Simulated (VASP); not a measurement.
Band structure of CeO2 (space group P4_2/mnm). Computed with r2SCAN meta-GGA, VASP's PBE PAW potentials (set 64) (plane waves; VASP 6.6.1).

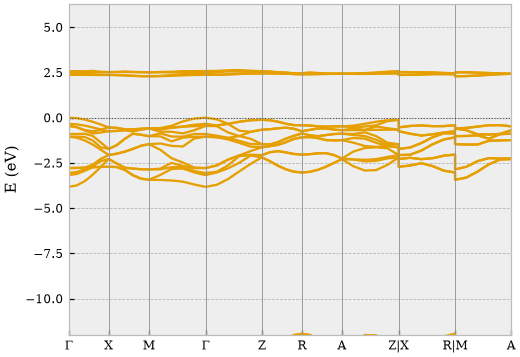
Bands along high-symmetry lines, zero at the valence-band maximum or, without a gap, the Fermi level

Question: Read the plot: is there a gap, and where are the band edges?

Answer: The gap is indirect, 2.29 eV, from the valence maximum at Γ to the conduction minimum at M.

The structure comes from a computed database's CeO2 entry (P4_2/mnm); how it stands against other phases isn't given here. It was relaxed first. The run is not spin-polarised, so no magnetic state was tried.
